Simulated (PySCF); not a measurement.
## A study: C₂H₂O, triplet, SMILES `[CH]C=O`

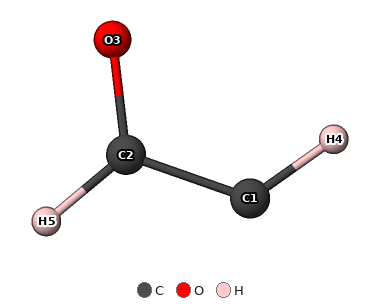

The molecule, with its atoms numbered as below. No frequency check shows the geometry to be a minimum.

Geometry (Å), atoms numbered from 1:

```
C1      -1.2136   -0.0785    0.0000
C2       0.0723    0.4619    0.0000
O3       1.0091   -0.3394    0.0000
H4      -1.4422   -1.1316    0.0000
H5       0.2175    1.5463    0.0000
```

## 1. Bonding charge

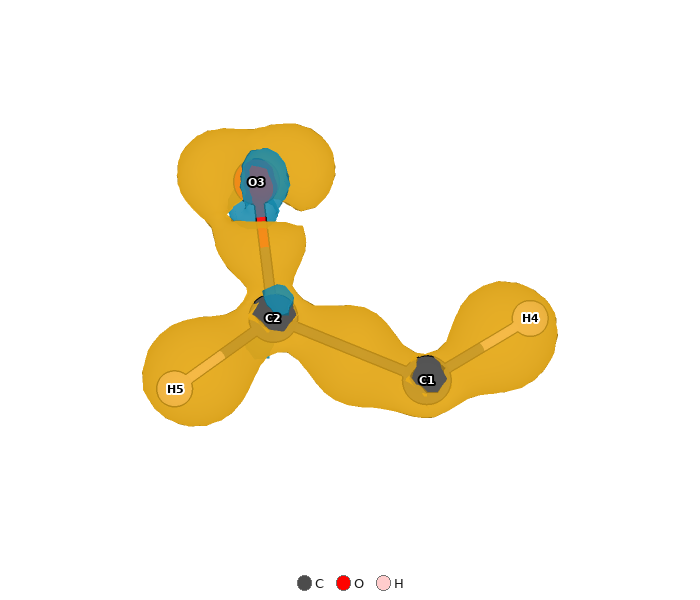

Deformation density (molecule less spherical, spin-averaged free atoms at the same positions), surfaces at ±0.2 e/Å³; yellow: gain, teal: loss.

Level of theory: TPSSh/cc-pVDZ (PySCF), at a geometry from GFN2-xTB. The stability of the open-shell solution wasn't checked. This spin state may not be the molecule's ground state. GFN2-xTB doesn't know the spin state, so this open-shell geometry is rough.

Question: Describe the bonding that the map shows.

Answer: C2–H5: +0.73 e/Å³ at the bond critical point (bond length 1.09 Å, Mayer order 0.9). C1–H4: +0.71 e/Å³ at the bond critical point (bond length 1.08 Å, Mayer order 1.0). C1–C2: +0.59 e/Å³ at the bond critical point (bond length 1.40 Å, Mayer order 1.3). C2–O3: +0.43 e/Å³ at the bond critical point (bond length 1.23 Å, Mayer order 1.9). In all, 1.1 electrons gather in the regions of gain relative to the promolecule.

Question: Where do the Hirshfeld charges lie?

Answer: The highest Hirshfeld charge is on C2 (+0.08 e), the lowest on O3 (−0.17 e).

| atom | charge (e) |
| --- | --- |
| C1 | −0.01 |
| C2 | +0.08 |
| O3 | −0.17 |
| H4 | +0.06 |
| H5 | +0.04 |

## 2. Bond critical points

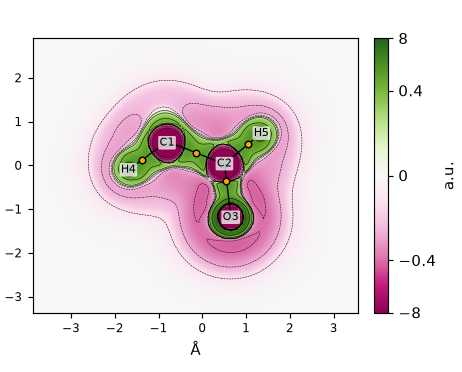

Negative Laplacian of the density (−∇²ρ) in the molecular plane (green positive, pink negative, colour scale in a.u., logarithmic beyond ±0.04), with bond paths and bond critical points (dots).

Question: Sort the bonds in the plane by the sign of ∇²ρ at their critical points.

Answer: Concentrated (∇²ρ < 0): C1–C2 (−0.75 a.u.); C2–H5 (−1.07 a.u.); C1–H4 (−1.10 a.u.). Depleted (∇²ρ > 0): C2–O3 (+0.47 a.u., H = −0.631). A positive Laplacian with clearly negative H marks a strongly polar covalent bond, whose critical point lies close to the core of the less electronegative atom.

Question: Where along C2–O3 does the critical point lie?

Answer: 0.40 Å from C2 and 0.83 Å from O3.

## 3. Local ionisation energy

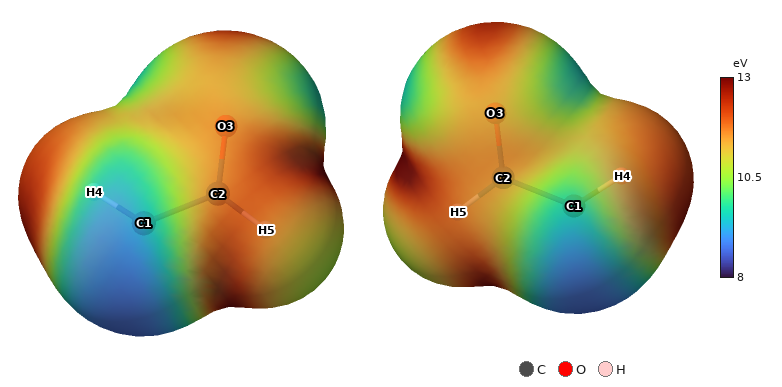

Average local ionisation energy on the surface of electron density 0.001 a.u. (back view left, front view right).

Question: Locate the minima of the map.

Answer: The lowest value is 8.7 eV, 2.0 Å from C1, and at like points elsewhere. Further minima include 9.5 eV, 1.7 Å from O3; 9.6 eV, 1.7 Å from O3; 10.5 eV, 1.4 Å from H5. For comparison, the highest occupied orbital lies at −6.7 eV.

## 4. Spin density

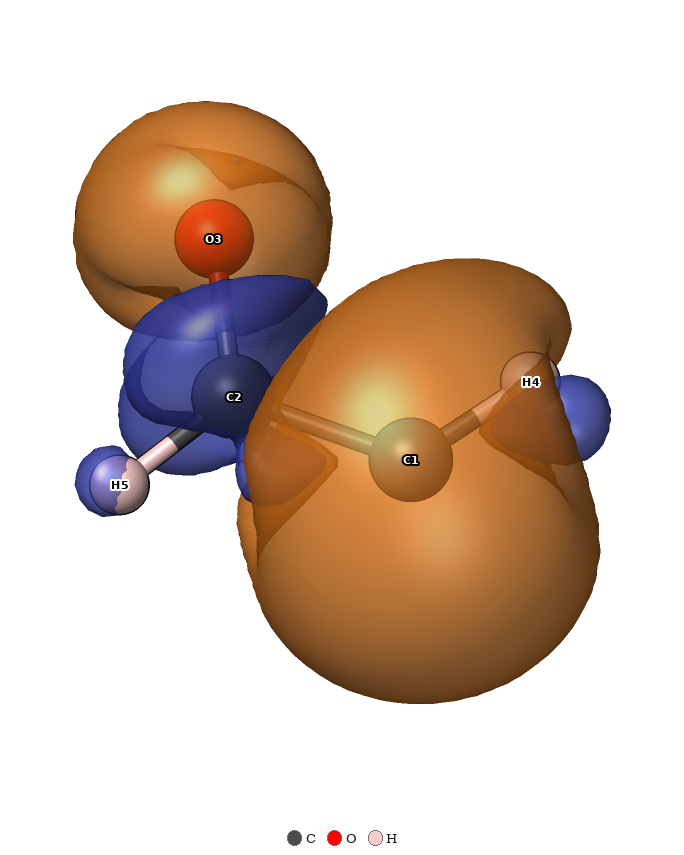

Spin density ρα − ρβ at ±0.01 e/Å³ (orange: excess α, blue: excess β).

Question: How is the spin shared among the atoms?

Answer: Hirshfeld spin populations: C1 +1.39, O3 +0.43, H4 +0.10 and C2 +0.09. ⟨S²⟩ = 2.02, against 2.00 for a pure state. The picture also shows regions of β spin from spin polarisation; the Hirshfeld sums, whose atoms overlap, net them against the α spin of neighbours.

## 5. In an electric field

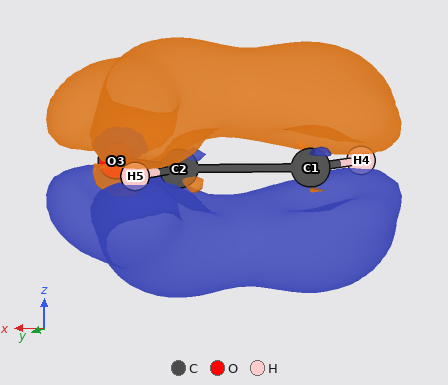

Change of the electron density in a uniform field of 0.10 V/Å, surfaces at ±0.0005 e/Å³ (orange: gain, blue: loss).

Computed with PySCF, ωB97X/def2-SVP, geometry: GFN2-xTB. A basis without diffuse functions makes polarisabilities too small. The stability of the open-shell solution wasn't checked. This spin state may not be the molecule's ground state. GFN2-xTB doesn't know the spin state, so this open-shell geometry is rough.

The field was applied in both directions; the picture shows the one opposite to the script's first.

Question: Along which Cartesian direction does the field point?

Answer: Along −z: electrons gather on the +z side, against the field.

Question: How large is the response?

Answer: The induced dipole is 0.06 D (along the field); α along this axis, from the fields in both directions, is 12 bohr³ (1.8 Å³).
